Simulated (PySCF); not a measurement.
## CH9Cl2NSi3: geometry relaxation (part 1 of 2)

System: CH9Cl2NSi3, SMILES [SiH3]C[Si](Cl)(Cl)N[SiH3].
Method: PBE0-D3(BJ)/def2-SVP geometry optimisation, gas phase (PySCF 2.14.0).

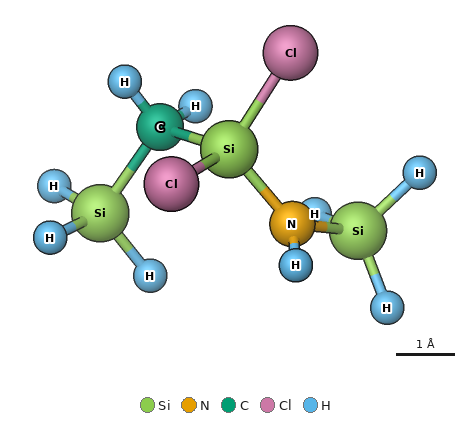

*The starting structure (ball-and-stick view, seen at a tilt).*

Bond lengths as drawn: Cl–Si 2.04 to 2.05 Å, C–H 1.05 to 1.10 Å, C–Si 1.89 to 1.91 Å, H–N 1.00 Å, H–Si 1.43 to 1.48 Å and N–Si 1.74 Å.

Key numbers

- outcome: converged
- total energy: −1885.920504 hartree
- dipole moment: 1.48 D
- point group: C1
- hardware: 1 CPU thread, shared host
- wall time: 5.8 min
- peak memory: 0.84 GiB

The input
```
{"job": {"xc": "PBE0", "basis": "def2-SVP", "d3": "d3bj", "grid": 2, "kind": "geom", "shake": 0.01}, "charge": 0, "multiplicity": 1}
Si    -0.044538     1.315705     0.350979
N     -1.481497     0.445331    -0.083729
Si    -2.176364    -0.947030     0.697601
C      1.505236     0.242314     0.378343
Si     1.855983    -0.678589    -1.256712
Cl     0.114049     2.809861    -1.042568
Cl    -0.312234     2.200255     2.168440
H     -2.033188     0.865448    -0.805708
H     -3.233118    -1.368614    -0.165754
H     -1.094391    -1.944046     0.834636
H     -2.669831    -0.589950     2.042609
H      1.356564    -0.495230     1.182570
H      2.309250     0.852702     0.650132
H      2.131887     0.299690    -2.295933
H      3.036396    -1.518753    -1.012456
H      0.724346    -1.500408    -1.620306
```

The first line tells a small driver script what to run in PySCF; the rest is the geometry in Å.

Launch command:
```bash
OMP_NUM_THREADS=1 python <driver script> task.json out
```

What the program printed
```
step   0  E = -1885.91032531  max force = 0.047029
step   1  E = -1885.91821052  max force = 0.008575
step   2  E = -1885.91888148  max force = 0.004847
step   3  E = -1885.91905898  max force = 0.000847
step   4  E = -1885.91912659  max force = 0.001068
step   5  E = -1885.91926572  max force = 0.004280
step   6  E = -1885.91944649  max force = 0.006186
step   7  E = -1885.91976240  max force = 0.007112
step   8  E = -1885.92005896  max force = 0.004611
step   9  E = -1885.92033448  max force = 0.001809
step  10  E = -1885.92037890  max force = 0.001395
step  11  E = -1885.92040758  max force = 0.000968
step  12  E = -1885.92042306  max force = 0.000621
step  13  E = -1885.92044634  max force = 0.000735
step  14  E = -1885.92045960  max force = 0.000841
step  15  E = -1885.92047607  max force = 0.000564
step  16  E = -1885.92048977  max force = 0.000515
step  17  E = -1885.92050006  max force = 0.000513
step  18  E = -1885.92050444  max force = 0.000433
optimisation converged
```

Trajectory as extended XYZ (Å, eV, eV/Å), 19 frames, from step=0 to step=18
```
16
Properties=species:S:1:pos:R:3:forces:R:3 step=0 energy=-51318.23386
Si   -0.0445    1.3157    0.3510   -0.1015  -0.9115  -0.5381
N    -1.4815    0.4453   -0.0837    0.9475   0.0039   0.4299
Si   -2.1764   -0.9470    0.6976    0.9847   0.7461   0.4105
C     1.5052    0.2423    0.3783   -2.4183  -0.9120  -0.8241
Si    1.8560   -0.6786   -1.2567    0.2337   0.5730   1.2379
Cl    0.1140    2.8099   -1.0426    0.1490   0.2475  -0.2616
Cl   -0.3122    2.2003    2.1684    0.0343   0.2307   0.6011
H    -2.0332    0.8655   -0.8057   -0.3592   0.3869  -0.4735
H    -3.2331   -1.3686   -0.1658   -0.9980  -0.5830  -0.6599
H    -1.0944   -1.9441    0.8346    0.0931  -0.3897   0.0970
H    -2.6698   -0.5899    2.0426   -0.2193  -0.1033   0.3368
H     1.3566   -0.4952    1.1826    0.0416  -0.0901   0.0577
H     2.3093    0.8527    0.6501    1.7952   1.2359   0.5440
H     2.1319    0.2997   -2.2959    0.1483   0.4450  -0.6098
H     3.0364   -1.5188   -1.0125    0.3912  -0.3305  -0.0802
H     0.7244   -1.5004   -1.6203   -0.7225  -0.5489  -0.2678
16
Properties=species:S:1:pos:R:3:forces:R:3 step=1 energy=-51318.44843
Si   -0.1097    1.3571    0.2302    0.1415   0.1936   0.4409
N    -1.4620    0.4189   -0.2525   -0.0572   0.1051  -0.0201
Si   -2.1429   -0.9875    0.5410    0.0354  -0.1152   0.1259
C     1.4043    0.3246    0.4978    0.1436  -0.0862  -0.1915
Si    1.9582   -0.6640   -1.0138   -0.0809   0.0260  -0.0746
Cl    0.1875    2.8099   -1.2123   -0.0370  -0.1521   0.1112
Cl   -0.4349    2.3322    2.0559   -0.0713  -0.0842  -0.3342
H    -2.0677    0.8754   -0.9324    0.0035  -0.0303   0.0607
H    -3.2278   -1.5136   -0.3249   -0.0743  -0.0191  -0.1102
H    -1.0871   -2.0347    0.7141   -0.0009   0.0892  -0.0094
H    -2.7152   -0.6978    1.8949    0.0456   0.0493  -0.0612
H     1.2058   -0.3694    1.3329   -0.0449   0.0071   0.0037
H     2.2254    0.9814    0.8272   -0.0108   0.0489   0.0203
H     2.2778    0.2693   -2.1342    0.0088   0.0047  -0.0055
H     3.1644   -1.4981   -0.7290    0.0027   0.0257   0.0781
H     0.8461   -1.5600   -1.4426   -0.0040  -0.0626  -0.0340
16
Properties=species:S:1:pos:R:3:forces:R:3 step=2 energy=-51318.46669
Si   -0.1046    1.3539    0.2538    0.0648   0.0742   0.2493
N    -1.4614    0.4233   -0.2305   -0.0504   0.0145  -0.0166
Si   -2.1509   -0.9899    0.5411    0.0040  -0.0337  -0.0042
C     1.4149    0.3218    0.4909    0.0095  -0.0142  -0.0944
Si    1.9546   -0.6677   -1.0260   -0.0431   0.0135  -0.0321
Cl    0.1778    2.7931   -1.1958    0.0143  -0.0148  -0.0014
Cl   -0.4536    2.3452    2.0539   -0.0182  -0.0583  -0.1670
H    -2.0656    0.8847   -0.9066   -0.0081   0.0169   0.0242
H    -3.2264   -1.5074   -0.3521    0.0049  -0.0036  -0.0131
H    -1.0868   -2.0228    0.7172    0.0116   0.0077   0.0116
H    -2.7314   -0.6953    1.8864   -0.0078   0.0063  -0.0007
H     1.2239   -0.3720    1.3282   -0.0042  -0.0091   0.0027
H     2.2348    0.9848    0.8133    0.0054   0.0025   0.0022
H     2.2680    0.2603   -2.1531   -0.0024  -0.0040   0.0058
H     3.1705   -1.4794   -0.7177    0.0049   0.0095   0.0304
H     0.8584   -1.5890   -1.4510    0.0147  -0.0073   0.0034
16
Properties=species:S:1:pos:R:3:forces:R:3 step=3 energy=-51318.47152
Si   -0.1006    1.3580    0.2714    0.0030  -0.0141   0.0424
N    -1.4619    0.4331   -0.2169   -0.0261  -0.0267   0.0024
Si   -2.1463   -0.9919    0.5381    0.0142   0.0154  -0.0399
C     1.4166    0.3198    0.4858   -0.0435   0.0210   0.0091
Si    1.9412   -0.6710   -1.0335    0.0059  -0.0027  -0.0047
Cl    0.1862    2.7902   -1.1826    0.0224   0.0339  -0.0355
Cl   -0.4643    2.3561    2.0533    0.0034  -0.0090  -0.0189
H    -2.0667    0.9002   -0.8881   -0.0126   0.0251   0.0209
H    -3.2020   -1.5168   -0.3761    0.0164  -0.0075   0.0122
H    -1.0687   -2.0086    0.7254    0.0036  -0.0021   0.0140
H    -2.7478   -0.7068    1.8761   -0.0194  -0.0095   0.0032
H     1.2321   -0.3758    1.3236    0.0155  -0.0074  -0.0030
H     2.2409    0.9809    0.8018    0.0128  -0.0169  -0.0042
H     2.2478    0.2511   -2.1665   -0.0045  -0.0027  -0.0001
H     3.1629   -1.4694   -0.7113    0.0030   0.0006  -0.0058
H     0.8527   -1.6057   -1.4481    0.0060   0.0026   0.0080
16
Properties=species:S:1:pos:R:3:forces:R:3 step=4 energy=-51318.47336
Si   -0.0983    1.3642    0.2816   -0.0052  -0.0512  -0.0549
N    -1.4629    0.4419   -0.2066   -0.0072  -0.0167   0.0018
Si   -2.1406   -0.9940    0.5328    0.0215   0.0162  -0.0275
C     1.4164    0.3205    0.4845   -0.0396   0.0193   0.0369
Si    1.9294   -0.6743   -1.0362    0.0159  -0.0026   0.0076
Cl    0.1945    2.7940   -1.1757    0.0112   0.0248  -0.0206
Cl   -0.4619    2.3652    2.0571    0.0060   0.0146   0.0373
H    -2.0700    0.9144   -0.8719   -0.0169   0.0260   0.0206
H    -3.1753   -1.5309   -0.3980    0.0125  -0.0077   0.0084
H    -1.0517   -1.9959    0.7335    0.0027   0.0002   0.0119
H    -2.7666   -0.7240    1.8630   -0.0200  -0.0072  -0.0013
H     1.2391   -0.3757    1.3234    0.0119  -0.0029  -0.0031
H     2.2464    0.9781    0.7933    0.0106  -0.0141  -0.0052
H     2.2256    0.2423   -2.1760   -0.0051  -0.0003  -0.0029
H     3.1559   -1.4662   -0.7155    0.0015   0.0000  -0.0139
H     0.8423   -1.6159   -1.4372    0.0003   0.0014   0.0048
16
Properties=species:S:1:pos:R:3:forces:R:3 step=5 energy=-51318.47714
Si   -0.0940    1.3785    0.3049   -0.0021  -0.0813  -0.2201
N    -1.4676    0.4670   -0.1835    0.0337   0.0150  -0.0030
Si   -2.1200   -0.9976    0.5179    0.0076  -0.0093   0.0070
C     1.4131    0.3204    0.4833    0.0006  -0.0084   0.0688
Si    1.8958   -0.6834   -1.0421    0.0221   0.0013   0.0207
Cl    0.2142    2.8076   -1.1554   -0.0152  -0.0069   0.0238
Cl   -0.4474    2.3827    2.0736    0.0062   0.0500   0.1194
H    -2.0844    0.9547   -0.8291   -0.0181   0.0193   0.0300
H    -3.0876   -1.5764   -0.4578    0.0029  -0.0114  -0.0049
H    -0.9979   -1.9513    0.7659    0.0014   0.0117   0.0061
H    -2.8200   -0.7689    1.8195   -0.0154   0.0037  -0.0128
H     1.2540   -0.3774    1.3247   -0.0053   0.0114  -0.0011
H     2.2581    0.9679    0.7727   -0.0028   0.0019  -0.0049
H     2.1585    0.2213   -2.1988   -0.0069   0.0044  -0.0060
H     3.1366   -1.4600   -0.7377   -0.0008   0.0006  -0.0198
H     0.8108   -1.6415   -1.4058   -0.0080  -0.0019  -0.0032
16
Properties=species:S:1:pos:R:3:forces:R:3 step=6 energy=-51318.48206
Si   -0.0847    1.3931    0.3358   -0.0011  -0.0987  -0.3181
N    -1.4728    0.4969   -0.1439    0.0604   0.0514  -0.0141
Si   -2.0995   -1.0044    0.4970    0.0025  -0.0372   0.0490
C     1.4148    0.3205    0.4808    0.0598  -0.0486   0.0695
Si    1.8530   -0.6939   -1.0522    0.0228   0.0082   0.0267
Cl    0.2309    2.8248   -1.1261   -0.0422  -0.0418   0.0694
Cl   -0.4096    2.3996    2.1045    0.0056   0.0696   0.1657
H    -2.1042    1.0086   -0.7563   -0.0217   0.0166   0.0281
H    -2.9514   -1.6381   -0.5493   -0.0014  -0.0154  -0.0197
H    -0.9443   -1.8881    0.8343    0.0002   0.0192   0.0003
H    -2.9183   -0.8330    1.7376   -0.0076   0.0220  -0.0245
H     1.2849   -0.3766    1.3275   -0.0315   0.0262   0.0050
H     2.2767    0.9594    0.7382   -0.0187   0.0234  -0.0018
H     2.0527    0.1971   -2.2315   -0.0084   0.0086  -0.0073
H     3.1193   -1.4432   -0.7861   -0.0030   0.0014  -0.0195
H     0.7748   -1.6789   -1.3582   -0.0159  -0.0050  -0.0088
16
Properties=species:S:1:pos:R:3:forces:R:3 step=7 energy=-51318.49066
Si   -0.0682    1.4074    0.3891   -0.0011  -0.0607  -0.3657
N    -1.4824    0.5444   -0.0752    0.0543   0.1149  -0.0038
Si   -2.0602   -1.0134    0.4624   -0.0242  -0.0905   0.0690
C     1.4191    0.3136    0.4741    0.1442  -0.0999   0.0324
Si    1.7775   -0.7080   -1.0766    0.0199   0.0168   0.0270
Cl    0.2502    2.8558   -1.0620   -0.0659  -0.0780   0.1138
Cl   -0.3333    2.4053    2.1714    0.0060   0.0638   0.1758
H    -2.1417    1.0974   -0.6199   -0.0020  -0.0035   0.0238
H    -2.6489   -1.7454   -0.6951    0.0047  -0.0359  -0.0300
H    -0.8898   -1.7569    1.0126    0.0020   0.0111  -0.0116
H    -3.1023   -0.9395    1.5347    0.0128   0.0643  -0.0321
H     1.3398   -0.3823    1.3273   -0.0654   0.0409   0.0187
H     2.3027    0.9433    0.6752   -0.0395   0.0510   0.0095
H     1.8469    0.1669   -2.2822   -0.0094   0.0113  -0.0059
H     3.0902   -1.4022   -0.9013   -0.0064   0.0017  -0.0132
H     0.7225   -1.7430   -1.2824   -0.0302  -0.0073  -0.0078
16
Properties=species:S:1:pos:R:3:forces:R:3 step=8 energy=-51318.49873
Si   -0.0546    1.4092    0.4201    0.0040   0.0040  -0.2371
N    -1.4833    0.5674   -0.0325    0.0015   0.1196  -0.0043
Si   -2.0331   -1.0225    0.4369   -0.0207  -0.0876   0.0687
C     1.4284    0.3080    0.4686    0.1624  -0.0928  -0.0229
Si    1.7294   -0.7120   -1.0954    0.0015   0.0045   0.0192
Cl    0.2503    2.8817   -1.0089   -0.0575  -0.0785   0.1045
Cl   -0.2735    2.3854    2.2266   -0.0007   0.0225   0.0973
H    -2.1598    1.1450   -0.5290    0.0084  -0.0160   0.0058
H    -2.4078   -1.8217   -0.7657    0.0188  -0.0292  -0.0222
H    -0.9046   -1.6712    1.1642    0.0095  -0.0140  -0.0193
H    -3.2217   -0.9921    1.3455    0.0174   0.0743  -0.0233
H     1.3767   -0.3832    1.3270   -0.0685   0.0359   0.0243
H     2.3177    0.9399    0.6349   -0.0399   0.0484   0.0193
H     1.6993    0.1569   -2.3070   -0.0062   0.0100  -0.0027
H     3.0680   -1.3709   -1.0006   -0.0050   0.0011  -0.0041
H     0.6908   -1.7760   -1.2327   -0.0249  -0.0022  -0.0031
16
Properties=species:S:1:pos:R:3:forces:R:3 step=9 energy=-51318.50622
Si   -0.0514    1.4020    0.4140    0.0162   0.0689   0.0325
N    -1.4793    0.5674   -0.0422    0.0133   0.0023  -0.0238
Si   -2.0180   -1.0272    0.4338   -0.0406  -0.0036   0.0433
C     1.4347    0.3029    0.4670    0.0930  -0.0289  -0.0672
Si    1.7227   -0.7090   -1.1030   -0.0296  -0.0123   0.0062
Cl    0.2347    2.9020   -0.9809   -0.0159  -0.0281   0.0342
Cl   -0.2576    2.3429    2.2519   -0.0088  -0.0270  -0.0344
H    -2.1600    1.1456   -0.5313    0.0008  -0.0180   0.0026
H    -2.3300   -1.8722   -0.7571    0.0183  -0.0003  -0.0062
H    -0.9128   -1.6444    1.2228   -0.0012   0.0020  -0.0177
H    -3.2447   -0.9599    1.2848   -0.0037   0.0048  -0.0025
H     1.3660   -0.3811    1.3296   -0.0293   0.0168   0.0117
H     2.3161    0.9433    0.6415   -0.0174   0.0170   0.0162
H     1.6742    0.1711   -2.3068    0.0011   0.0040   0.0024
H     3.0575   -1.3775   -1.0400    0.0007   0.0003   0.0068
H     0.6700   -1.7624   -1.2316    0.0032   0.0019  -0.0041
```
